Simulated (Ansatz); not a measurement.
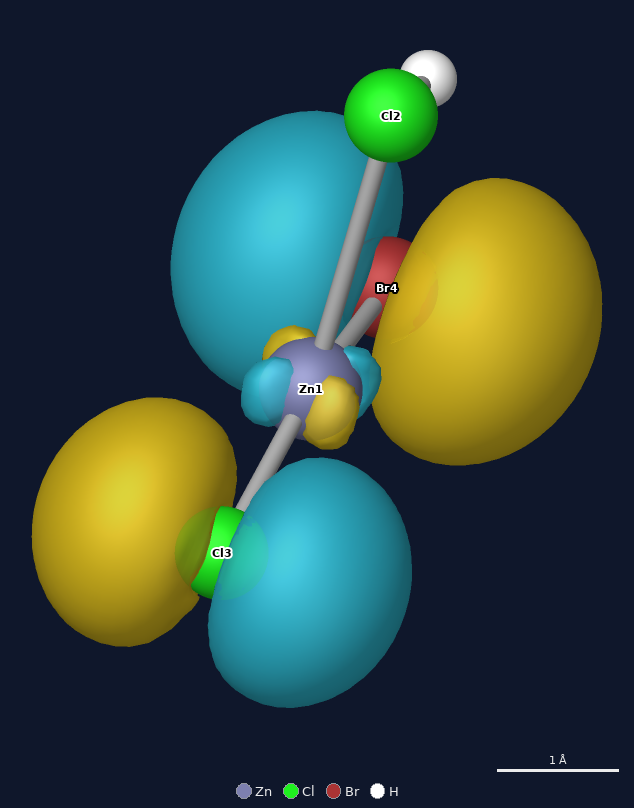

BrCl₂HZn. One frontier orbital at ±0.1 Å⁻³ᐟ² (yellow and cyan are the two phases), seen at an oblique angle.

The calculation used Ansatz 0.2.0, RKS PBE0-D4/def2-SVP.

The calculation's input:

```
crystal:
  periodic: [false, false, false]
  atoms:
    - { symbol: Zn, position_ang: [-0.954107, 0.003722, -0.601543] }
    - { symbol: Cl, position_ang: [0.267415, -0.004954, 2.606117] }
    - { symbol: Cl, position_ang: [0.685813, -0.00197, -1.910746] }
    - { symbol: Br, position_ang: [-2.978792, 9.7e-05, 0.644914] }
    - { symbol: H, position_ang: [-1.066028, 0.003105, 2.618057] }
basis:
  gaussian: { orbitals: def2-SVP }
hamiltonian:
  xc: pbe0
  dispersion: d4
relax:
  f_tol: 0.03
  max_steps: 50
output:
  orbitals: {}
```

Command:

```sh
ansatz run input.yaml --threads 2 --pin off --max-ram 3072MiB --backend cpu --events-out ev --progress --plain --runs-dir out
```

The fields are those of the run's last geometry, not of the input's.

Question: Which orbital is it: HOMO or LUMO?

Answer: The HOMO, at −8.32 eV. Its weight (Hirshfeld) is mainly on Br4 (about 55 %) and Cl3 (about 40 %); it changes sign across the molecular plane (π type).
